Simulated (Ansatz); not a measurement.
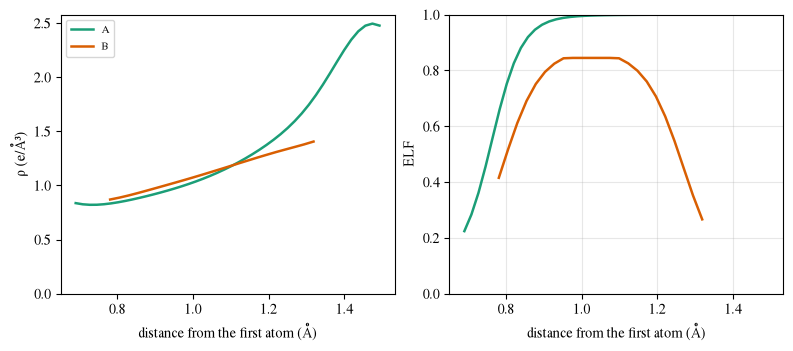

*H₂SSi. Total electron density and ELF along straight lines between neighbouring atoms. The curves leave out the atomic cores.*

Geometry: r2SCAN-D4/def2-SVP.

Theory: isolated molecule in a Gaussian basis; Kohn-Sham density functional theory, functional PBE0 in Ansatz 0.2.0.

> Which curve belongs to which contact (Si–H and Si–S)? The first atom named is at distance zero.

Curve A: Si–H (1.49 Å): ρ is about 0.82 e/Å³ halfway; the ELF climbs to about 1 towards the hydrogen, as it does in any bond to H. Curve B: Si–S (1.95 Å): the density is about 1 e/Å³ at the midpoint; the ELF peaks at about 0.85 between the atoms (localised, covalent bonding).
